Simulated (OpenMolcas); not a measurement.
# Run report: AlPH6, single-point calculation (part 2 of 2)

Continued. System: AlPH6, SMILES [AlH3-][PH3+]. Method: RI-MP2/cc-pV(T+d)Z, RHF (OpenMolcas 26.06). Some settings of this run were made unusual or wrong on purpose. The geometry comes from this level: GFN2-xTB.

Geometry of the input (Å):
```
Al -0.4949  0.1767  -1.3831
P  0.3543  -0.1313  0.9808
H  0.4799  -0.8548  -2.0494
H  -1.9713  -0.2569  -1.0780
H  -0.1595  1.7064  -1.4713
H  0.8788  0.9234  1.7045
H  1.3849  -0.9980  1.2968
H  -0.4723  -0.5655  1.9997
```

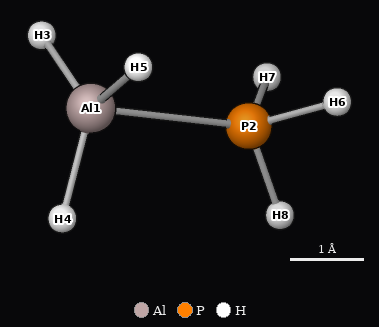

The structure (ball-and-stick view, seen at a tilt; atoms are numbered from 1 in the order of the input). Sticks mark near contacts.

Output, continued:
```
::    Total SCF energy                               -586.1491701556
      One-electron energy                            -986.1729287909
      Two-electron energy                             312.6672005057
      Nuclear repulsion energy                         87.3565581296
      Kinetic energy (interpolated)                   586.3863262801
      Virial theorem                                    0.9995955633
      Total spin, S(S+1)                                0.0000000000
      Total spin, S                                     0.0000000000
      Max non-diagonal density matrix element           0.0081300630
      Max non-diagonal Fock matrix element              0.0000076881

      All orbitals with orbital energies smaller than  E(LUMO)+0.5 are printed

++    Molecular orbitals:
      -------------------

      Title: SCF orbitals

      Molecular orbitals for symmetry species 1: a

          Orbital            1         2         3         4         5         6         7         8         9        10
          Energy          -79.9838  -58.4244   -7.5318   -5.4260   -5.4260   -5.4248   -4.8426   -3.1578   -3.1558   -3.1557
          Occ. No.          2.0000    2.0000    2.0000    2.0000    2.0000    2.0000    2.0000    2.0000    2.0000    2.0000

          Orbital           11        12        13        14        15        16        17        18        19        20
          Energy           -0.9163   -0.5769   -0.5765   -0.5756   -0.4353   -0.4051   -0.4048    0.0926    0.1084    0.1088
          Occ. No.          2.0000    2.0000    2.0000    2.0000    2.0000    2.0000    2.0000    0.0000    0.0000    0.0000

          Orbital           21        22        23        24        25        26        27        28        29        30
          Energy            0.1425    0.1577    0.1579    0.2141    0.2538    0.2539    0.2717    0.2931    0.2990    0.2994
          Occ. No.          0.0000    0.0000    0.0000    0.0000    0.0000    0.0000    0.0000    0.0000    0.0000    0.0000

          Orbital           31        32        33        34        35        36        37        38        39        40
          Energy            0.3140    0.3156    0.3449    0.4283    0.4285    0.4405    0.4411    0.4773    0.5173    0.5174
          Occ. No.          0.0000    0.0000    0.0000    0.0000    0.0000    0.0000    0.0000    0.0000    0.0000    0.0000

          Orbital           41        42
          Energy            0.5588    0.5870
          Occ. No.          0.0000    0.0000

--

++    Molecular charges:
      ------------------

      Mulliken charges per centre and basis function type
      ---------------------------------------------------

                AL1     P2      H3      H4      H5      H6      H7      H8
      1s       4.8708  5.5236  1.1939  1.1944  1.1944  0.9233  0.9234  0.9231
      2px      2.5814  2.9556  0.0035  0.0074  0.0012  0.0064  0.0112  0.0089
      2pz      2.2528  3.2661  0.0021  0.0008  0.0007  0.0094  0.0069  0.0126
      2py      2.6244  2.9174  0.0040  0.0014  0.0078  0.0113  0.0091  0.0057
      3d2+     0.0830  0.0153  0.0000  0.0002  0.0002  0.0003  0.0003  0.0002
      3d1+     0.0372  0.0594  0.0001  0.0001  0.0000  0.0001  0.0002  0.0004
      3d0      0.0652  0.0262  0.0000  0.0001  0.0001  0.0002  0.0002  0.0003
      3d1-     0.0188  0.0535  0.0001  0.0000  0.0000  0.0004  0.0001  0.0002
      3d2-     0.0685  0.0689  0.0002  0.0001  0.0001  0.0003  0.0005  0.0002
      4f3+     0.0050  0.0015  0.0000  0.0000  0.0000  0.0000  0.0000  0.0000
      4f2+     0.0008  0.0021  0.0000  0.0000  0.0000  0.0000  0.0000  0.0000
      4f1+     0.0053  0.0025  0.0000  0.0000  0.0000  0.0000  0.0000  0.0000
      4f0      0.0050  0.0013  0.0000  0.0000  0.0000  0.0000  0.0000  0.0000
      4f1-     0.0027  0.0014  0.0000  0.0000  0.0000  0.0000  0.0000  0.0000
      4f2-     0.0040  0.0042  0.0000  0.0000  0.0000  0.0000  0.0000  0.0000
      4f3-     0.0061  0.0019  0.0000  0.0000  0.0000  0.0000  0.0000  0.0000
      Total   12.6310 14.9009  1.2039  1.2043  1.2044  0.9518  0.9519  0.9517

      N-E      0.3690  0.0991 -0.2039 -0.2043 -0.2044  0.0482  0.0481  0.0483

      Total electronic charge=   34.000000

      Total            charge=   -0.000000
--

++    Molecular properties:
      ---------------------

      Charge (e):
                      =   -0.0000
      Dipole Moment (debye):
      Origin of the operator (angstrom)=   -0.0349    0.0102   -0.1021
                   X=  1.3646E+00               Y= -5.0077E-01               Z=  3.7891E+00           Total=  4.0584E+00
      Quadrupole Moment (debye*angstrom):
      Origin of the operator (angstrom)=   -0.0349    0.0102   -0.1021
                  XX= -3.2846E+01              XY= -1.8639E-01              XZ=  1.4327E+00              YY= -3.3299E+01
                  YZ= -5.3379E-01              ZZ= -2.9419E+01
      In traceless form (debye*angstrom)
                  XX= -1.4870E+00              XY= -2.7959E-01              XZ=  2.1491E+00              YY= -2.1663E+00
                  YZ= -8.0069E-01              ZZ=  3.6533E+00
--

--- Stop Module: scf /rc=_RC_ALL_IS_WELL_ ---
--- Module scf spent 2 seconds ---

--- Start Module: mbpt2 ---

                                               &MBPT2

                       available to each process: 1.9 GB of memory, 1 thread

WARNING!
Default frozen orbitals as non valence orbitals is overwritten by user input.
Default values:   7

      Cartesian coordinates in angstrom:
      -----------------------------------------------------
      No.  Label        X            Y            Z
      -----------------------------------------------------
       1   AL1       -0.49491000   0.17672000  -1.38309000
       2   P2         0.35435000  -0.13130000   0.98084000
       3   H3         0.47995000  -0.85475000  -2.04939000
       4   H4        -1.97126000  -0.25691000  -1.07799000
       5   H5        -0.15953000   1.70638000  -1.47133000
       6   H6         0.87881000   0.92345000   1.70451000
       7   H7         1.38489000  -0.99804000   1.29675000
       8   H8        -0.47228000  -0.56554000   1.99972000
      -----------------------------------------------------
      Nuclear repulsion energy =   87.35655813

      Contents of RUNFILE file:
      -------------------------

      Symmetry species                           1
                                                 a
      Number of basis functions                162
      Frozen occupied orbitals                  10
      Active occupied orbitals                   7
      Active external orbitals                 145
      Deleted external orbitals                  0

      Reference numbers of frozen occupied orbitals according to the original input sequence
      symmetry species 1                        1  2  3  4  5  6  7  8  9 10

      Energies of the active occupied orbitals

      symmetry species 1                    -0.916319     -0.576930     -0.576522     -0.575633     -0.435271
                                            -0.405092     -0.404810

      Energies of the active external orbitals

      symmetry species 1                     0.092584      0.108444      0.108813      0.142534      0.157722
                                             0.157878      0.214068      0.253776      0.253942      0.271700
                                             0.293148      0.299012      0.299370      0.313951      0.315578
                                             0.344922      0.428254      0.428454      0.440549      0.441102
                                             0.477336      0.517271      0.517433      0.558768      0.587025
                                             0.669291      0.693494      0.694478      0.736873      0.737312
                                             0.760555      0.809967      0.874973      0.876796      0.906790
                                             0.962617      0.964027      0.972662      0.982476      0.984083
                                             1.026240      1.048250      1.048808      1.108669      1.110167
                                             1.182408      1.231488      1.231833      1.259771      1.264034
                                             1.265306      1.318435      1.359697      1.360811      1.393948
                                             1.395755      1.486963      1.559397      1.605767      1.606196
                                             1.608734      1.617529      1.735812      1.737080      1.793318
                                             1.793590      1.803157      1.904268      1.931190      1.933084
                                             1.987359      1.989072      2.001340      2.387386      2.451509
                                             2.453585      2.496633      2.679189      2.679834      2.904119
                                             2.920091      3.011662      3.012359      3.122408      3.122635
                                             3.431705      3.432418      3.452495      3.457175      3.461919
                                             3.462678      3.508212      3.551936      3.555328      3.572377
                                             3.573716      3.697610      3.698745      3.702339      3.753709
                                             3.755851      3.763683      3.876308      3.878589      3.882610
                                             3.884362      3.919867      3.920957      3.934423      3.939359
                                             3.985412      3.986762      4.023353      4.051594      4.086544
                                             4.088806      4.199894      4.232172      4.232438      4.255790
                                             4.270562      4.270957      4.367305      4.368037      4.417949
                                             4.419681      4.438929      4.491192      4.491630      4.524196
                                             4.563739      4.565506      4.570678      4.611691      4.857093
                                             4.914338      4.915783      4.998748      4.999883      6.337429
                                             6.418569      6.420650      6.549366      7.288457      7.289738

      ********************************************************************************************************
      *                                               Results                                                *
      ********************************************************************************************************

       SCF energy                           =     -586.1491701556 a.u.
       Second-order correlation energy      =       -0.2714757425 a.u.
       ( Opposite-Spin contribution         =       -0.2348382830 )

       Total energy                         =     -586.4206458981 a.u.

       Reference weight ( Cref**2 )         =        0.89754

::    Total MBPT2 energy                             -586.4206458981

       Zeroth-order energy (E0)             =     -273.4821021162 a.u.

       Shanks-type energy S1(E)             =     -586.4208818139 a.u.

--- Stop Module: mbpt2 /rc=_RC_ALL_IS_WELL_ ---

.##################.
.# Happy landing! #.
.##################.

    Timing: Wall=7.20 User=6.62 System=0.57
```

What the run reported:

| quantity | value |
| --- | --- |
| outcome | converged |
| total energy | −586.420646 hartree |
| SCF energy | −586.149170 hartree |
| MP2 energy | −586.420646 hartree |
| correlation energy | −0.271476 hartree |
| basis functions | 162 |
| HOMO of the SCF reference | −11.02 eV |
| LUMO of the SCF reference | 2.52 eV |
| wall time | 7.5 s |
| peak memory | 0.24 GiB |

What went wrong:

Some settings of this run were drawn to be unusual or wrong (thr set to [0.01, 0.1, 0.1, 1.0] (from default)). It converged; results that depend on the unusual settings are not reference values.
